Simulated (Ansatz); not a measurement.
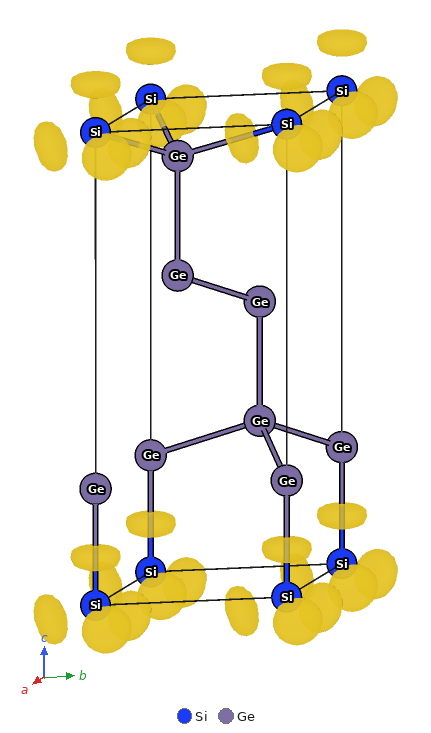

*SiGe$_{5}$. Isosurface of the ELF at 0.85 (yellow), seen slightly off an axis. Core shells and regions of very low density are left out. Sticks mark near contacts.*

Space group P3m1; started from the ordered alloy on diamond lattice prototype, which need not be the ambient phase.

All numbers below come from Ansatz 0.2.0, DFT, r2SCAN, plane waves, PAW.

```cif
data_structure
_symmetry_space_group_name_H-M 'P 1'
_symmetry_Int_Tables_number 1
_cell_length_a 3.9844
_cell_length_b 3.9844
_cell_length_c 9.7298
_cell_angle_alpha 90.000
_cell_angle_beta 90.000
_cell_angle_gamma 120.000
_cell_volume 133.77
loop_
_atom_site_label
_atom_site_type_symbol
_atom_site_fract_x
_atom_site_fract_y
_atom_site_fract_z
_atom_site_occupancy
Si1 Si 0.00000 0.00000 0.99991 1
Ge1 Ge 0.66667 0.33333 0.66810 1
Ge2 Ge 0.33333 0.66667 0.33155 1
Ge3 Ge 0.66667 0.33333 0.92078 1
Ge4 Ge 0.33333 0.66667 0.58333 1
Ge5 Ge 0.00000 0.00000 0.24633 1
```

> Describe the localisation domains.

The ELF exceeds this value in four regions between bonded Ge–Si atoms (shared pairs), counted in one cell of 6 atoms. Regions shared between cells count once.

Values along the shortest contacts:
Si–Ge (2.40 Å): the ELF peaks at about 0.95 between the atoms, as expected for a shared electron pair. Ge–Ge (2.44 Å): the ELF peaks at about 0.80 between the atoms: a shared electron pair.
